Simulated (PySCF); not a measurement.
System: C4H13BCl2Si2.

| atom | x (Å) | y (Å) | z (Å) |
| --- | --- | --- | --- |
| C | -2.7016 | -1.6379 | -0.3272 |
| B | -2.0956 | -0.2805 | 0.2056 |
| C | -2.8990 | 1.0652 | 0.0202 |
| C | -0.6951 | -0.2731 | 0.8953 |
| Si | 0.6504 | 0.0278 | -0.4295 |
| Si | 2.7300 | 0.0578 | 0.6191 |
| Cl | 2.8232 | 1.2604 | 2.2602 |
| C | 4.0348 | 0.7970 | -0.5788 |
| Cl | 4.0011 | -0.1308 | -2.1031 |
| H | -3.3677 | -2.0576 | 0.4279 |
| H | -3.3018 | -1.5168 | -1.2265 |
| H | -1.9452 | -2.3944 | -0.5262 |
| H | -2.3495 | 1.9512 | 0.3298 |
| H | -3.8210 | 1.0388 | 0.6008 |
| H | -3.2066 | 1.2089 | -1.0144 |
| H | -0.5920 | 0.5151 | 1.6419 |
| H | -0.4560 | -1.2182 | 1.3850 |
| H | 0.6082 | -1.0379 | -1.4406 |
| H | 0.3862 | 1.2925 | -1.1383 |
| H | 3.3038 | -1.2203 | 1.0578 |
| H | 3.8287 | 1.8328 | -0.8427 |
| H | 5.0545 | 0.7392 | -0.2025 |

Geometry: GFN2-xTB.

The calculation used PBE0/pcSseg-1, SCF density, gas phase, non-relativistic in PySCF 2.14.0.

Question: What can the converged electron density and electron localisation function tell about the bonding?

Answer: C–B (1.56 Å): ρ at the midpoint is about 1.4 e/Å³; the ELF peaks at about 0.95 between the atoms; localised, covalent bonding.
C–H (1.09 Å): ρ is about 1.9 e/Å³ halfway; the ELF climbs to about 1 towards the hydrogen, as it does in any bond to H: a covalent bond by its length.

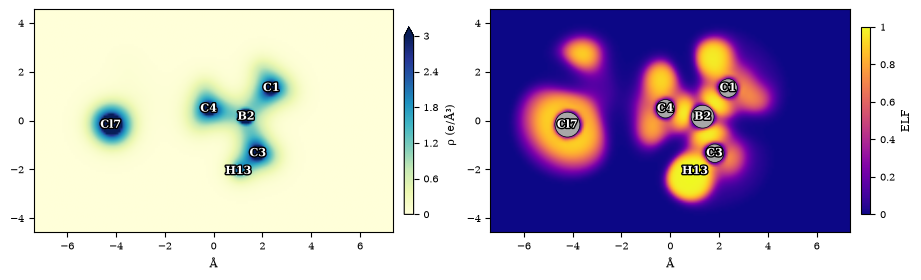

Computed electron density and electron localisation function on the plane of atoms B2, C3 and H13, in this order. Grey discs cover the atomic cores in the ELF map. 
